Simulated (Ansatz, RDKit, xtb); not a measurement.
# Isomers of C5H7BS, a sample narrowed down, part 2 of 2

A sample of isomers of C5H7BS is drawn. Aim: find which of them has the lowest free energy at 298.15 K, then its properties. The sample is small against all isomers, and the most stable one of this formula need not be in it.

xtb, Ansatz and PySCF; isolated molecules. Earlier steps stand in the parts before.

**10. c459a at MP2/def2-TZVPP**

Contents of input.yaml:

```yaml
crystal:
  periodic: [false, false, false]
  atoms:
    - symbol: C
      position_ang: [-0.910221, -0.128122, -0.263866]
    - symbol: C
      position_ang: [-0.058391, 0.960713, -0.446591]
    - symbol: C
      position_ang: [1.177439, 0.853575, 0.228761]
    - symbol: C
      position_ang: [1.303076, -0.325664, 0.948828]
    - symbol: C
      position_ang: [2.470991, -0.767372, 1.777452]
    - symbol: B
      position_ang: [-2.300118, -0.356804, -0.829450]
    - symbol: S
      position_ang: [-0.116897, -1.295208, 0.781947]
    - symbol: H
      position_ang: [-2.922722, -1.360508, -0.580718]
    - symbol: H
      position_ang: [-2.787188, 0.487740, -1.542646]
    - symbol: H
      position_ang: [-0.343459, 1.814665, -1.064711]
    - symbol: H
      position_ang: [1.964050, 1.610179, 0.198739]
    - symbol: H
      position_ang: [2.892584, -1.718136, 1.411422]
    - symbol: H
      position_ang: [3.266999, -0.009199, 1.748805]
    - symbol: H
      position_ang: [2.185875, -0.922432, 2.831162]
basis:
  gaussian:
    orbitals: def2-TZVPP
correlation:
  method: mp2
  frozen_orbitals: {C: 1, H: 0, B: 1, S: 5}
```

On the command line:

```bash
$ ansatz run input.yaml --threads 2 --pin off --max-ram 5220MiB --events-out events.jsonl --progress --plain --runs-dir runs
```

Standard output:

```text
Warning: RAYON_NUM_THREADS=2 ignored (pool sized by the plan → 2); use --threads N
Functional definition: HF
  name "HF"
  exchange = exact_x
  correlation = 0
1937 factors; integrals over basis functions are off by at most 9.1e-4 eV
mean field evaluation 1: about -16749.0435 eV, gradient 3.8e1 eV
mean field evaluation 2: about -16749.4490 eV, gradient 3.8e1 eV
mean field evaluation 4: about -16753.9609 eV, gradient 6.3e0 eV
mean field evaluation 8: about -16754.1097 eV, gradient 5.0e-1 eV
mean field evaluation 16: about -16754.1132 eV, gradient 2.0e-6 eV
mean field -16754.11315245 eV, -615.7023020066 hartree, gradient 2.0e-6 eV, S^2 0.000000; 0 other end points of the search recorded, 0 dependent functions left out; unrestricted orbitals would lower it
11 core orbitals not correlated: weight in the atoms' cores, before any rotation towards them, 1.000 or more for the frozen orbitals, at most 0.000 for the correlated occupied ones
reference -16754.11315245 eV, -615.7023020066 hartree; 18, 18 occupied and 297, 297 virtual orbitals, 1937 factors
second order -29.50125758 eV of doubles, -0.00000000 eV of singles
Total energy: -16783.61441003 eV, -616.7864532262 hartree
```

Wall time 10 s (2 threads of Intel Xeon 6975P-C (Granite Rapids), shared host); peak memory 1.1 GiB.

**11. c175a at CCSD(T)/def2-SVP**

Contents of input.yaml:

```yaml
crystal:
  periodic: [false, false, false]
  atoms:
    - {symbol: C, position_ang: [-0.604633, 0.338152, -0.620460]}
    - {symbol: C, position_ang: [0.176520, 0.535077, 0.516960]}
    - {symbol: C, position_ang: [1.052651, -0.535644, 0.838352]}
    - {symbol: C, position_ang: [1.989190, -0.551016, 2.016398]}
    - {symbol: C, position_ang: [0.926011, -1.564829, -0.082677]}
    - {symbol: B, position_ang: [-1.635231, 1.264856, -1.244875]}
    - {symbol: S, position_ang: [-0.229383, -1.231709, -1.303864]}
    - {symbol: H, position_ang: [-2.237076, 0.949781, -2.242362]}
    - {symbol: H, position_ang: [-1.851431, 2.335047, -0.728656]}
    - {symbol: H, position_ang: [0.105899, 1.452747, 1.106126]}
    - {symbol: H, position_ang: [2.705406, 0.286090, 1.968859]}
    - {symbol: H, position_ang: [2.567530, -1.485452, 2.059594]}
    - {symbol: H, position_ang: [1.438377, -0.452060, 2.966575]}
    - {symbol: H, position_ang: [1.475506, -2.507110, -0.081434]}
basis:
  gaussian: {orbitals: def2-SVP}
correlation: {method: ccsd_t, frozen_orbitals: {C: 1, H: 0, B: 1, S: 5}}
```

On the command line:

```bash
$ ansatz run input.yaml --threads 2 --pin off --max-ram 5220MiB --events-out events.jsonl --progress --plain --runs-dir runs
```

Standard output, cut to the lines that bear on the results:

```text
Warning: RAYON_NUM_THREADS=2 ignored (pool sized by the plan → 2); use --threads N
[... 2 set-up lines as earlier in the session ...]
[...]
1399 factors; integrals over basis functions are off by at most 1.6e-3 eV
[...]
mean field -16743.78696590 eV, -615.3228216504 hartree, gradient 1.3e-6 eV, S^2 0.000000; 0 other end points of the search recorded, 0 dependent functions left out; unrestricted orbitals would lower it
11 core orbitals not correlated: weight in the atoms' cores, before any rotation towards them, 1.000 or more for the frozen orbitals, at most 0.000 for the correlated occupied ones
reference -16743.78696590 eV, -615.3228216504 hartree; 18, 18 occupied and 108, 108 virtual orbitals, 1399 factors
second order -24.03607404 eV of doubles, -0.00000000 eV of singles
cycle   1  -24.61516552 eV  change   -5.8e-1 eV  update   1.3e-1
[...]
cycle  10  -25.51914335 eV  change    3.7e-5 eV  update   2.8e-5
perturbative correction -1.09869239 eV, -0.0403762006 hartree
Total energy: -16770.40480164 eV, -616.3010090716 hartree
```

It took 11 s on 2 threads of Intel Xeon 6975P-C (Granite Rapids), shared host; peak memory 1 GiB.

For c459a, c175a, c708a, c432a, c059a, c226a the log finds that unrestricted Hartree-Fock orbitals lie lower, a sign to watch the closed-shell reference there.

**12. Putting it together**

Energies in kcal/mol from c459a; G adds the thermal terms to the CCSD(T)/def2-SVP + MP2/def2-TZVPP - MP2/def2-SVP energy. The columns left of the relaxed level are at the tight-binding geometries.

| label | SMILES | spin | GFN2-xTB | HF/STO-3G | r2SCAN-D4/def2-SVP | B3LYP/def2-SVP | HF/def2-SVP | MP2/def2-SVP | CCSD(T)/def2-SVP + MP2/def2-TZVPP - MP2/def2-SVP | G | share at equilibrium | T1 |
| --- | --- | --- | --- | --- | --- | --- | --- | --- | --- | --- | --- | --- |
| c459a | Bc1ccc(C)s1 | singlet | 0.0 | 0.0 | 0.0 | 0.0 | 0.0 | 0.0 | 0.0 | 0.0 | 66.6 % | 0.013 |
| c175a | Bc1cc(C)cs1 | singlet | -0.1 | 0.4 | 1.2 | 1.0 | 1.2 | 0.7 | 0.5 | 0.6 | 26.2 % | 0.013 |
| c708a | Bc1sccc1C | singlet | 0.2 | 1.0 | 1.0 | 1.4 | 1.9 | 0.9 | 0.6 | 1.3 | 7.1 % | 0.014 |
| c432a | Bc1csc(C)c1 | singlet | 2.4 | 1.5 | 5.0 | 4.4 | 3.4 | 4.3 | 3.8 | 3.8 | 0.1 % | 0.013 |
| c059a | Bc1cscc1C | singlet | 2.1 | 2.2 | 5.4 | 5.0 | 4.1 | 4.6 | 3.7 | 4.1 | 0.1 % | 0.013 |
| c226a | Bc1ccsc1C | singlet | 2.6 | 2.6 | 5.2 | 5.1 | 4.5 | 4.8 | 4.1 | 4.8 | < 0.1 % | 0.013 |

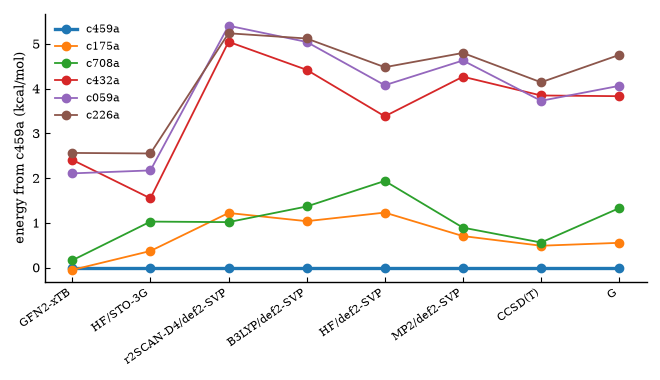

The finalists at each level, measured from c459a.

Lowest found: c459a, `Bc1ccc(C)s1`, a singlet. Bond lengths: C1–C2 1.394 Å, C2–C3 1.412 Å, C3–C4 1.387 Å, C4–C5 1.499 Å, C1–B6 1.518 Å, C1–S7 1.756 Å, C4–S7 1.727 Å, B6–H8 1.207 Å, B6–H9 1.208 Å, C2–H10 1.092 Å, C3–H11 1.092 Å, C5–H12 1.103 Å, C5–H13 1.100 Å, C5–H14 1.103 Å. Some angles: C1–C2–C3 114.4°, C2–C1–B6 128.9°, C2–C1–S7 108.7°, B6–C1–S7 122.4°, C2–C3–C4 113.1°, C3–C4–C5 127.5°, C3–C4–S7 110.6°, C5–C4–S7 121.9°, C1–S7–C4 93.2°, C1–C2–H10 121.7°.

```xyz
14

C    -0.9102   -0.1281   -0.2639
C    -0.0584    0.9607   -0.4466
C     1.1774    0.8536    0.2288
C     1.3031   -0.3257    0.9488
C     2.4710   -0.7674    1.7775
B    -2.3001   -0.3568   -0.8295
S    -0.1169   -1.2952    0.7819
H    -2.9227   -1.3605   -0.5807
H    -2.7872    0.4877   -1.5426
H    -0.3435    1.8147   -1.0647
H     1.9641    1.6102    0.1987
H     2.8926   -1.7181    1.4114
H     3.2670   -0.0092    1.7488
H     2.1859   -0.9224    2.8312
```

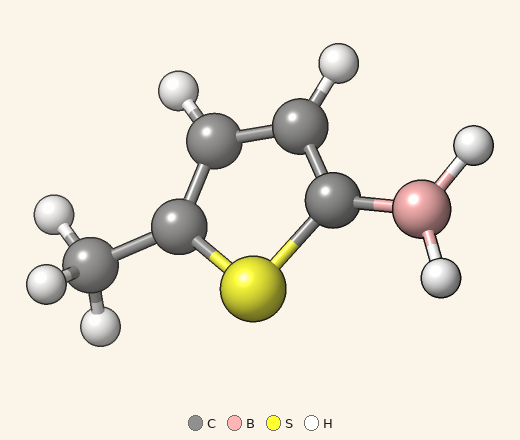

The lowest structure found, seen from a chosen angle (carbon grey, boron pink, sulfur yellow, hydrogen white).

**13. Results**

This closing draws on all 2 parts.

| quantity | value |
| --- | --- |
| lowest structure found | Bc1ccc(C)s1, singlet |
| next finalist | Bc1cc(C)cs1, singlet, 0.6 kcal/mol higher in G |
| share at equilibrium, among the finalists | 66.6 % |
| funnel | 6 starts, 6 minima at GFN2-xTB, 9 screening runs, 6 relaxed, 6 ranked |
| CPU time of all runs | 9.5 min |

In words: The lowest structure found is `Bc1ccc(C)s1`. Its margin of 0.6 kcal/mol is inside the likely error of CCSD(T)/def2-SVP + MP2/def2-TZVPP - MP2/def2-SVP with harmonic terms (about 1.5 kcal/mol), so the order of the first two is not settled. HF/STO-3G, r2SCAN-D4/def2-SVP, B3LYP/def2-SVP, HF/def2-SVP and MP2/def2-SVP already put its bonding pattern lowest among the structures in one piece; GFN2-xTB favours the singlet Bc1cc(C)cs1. The largest share of the time went into the relaxations (49 %). Lowest found is not proven lowest: the search is finite, and each finalist counts with one conformer. Only 6 drawn patterns were tried, so whole families of isomers are missing, and the result ranks this sample alone.
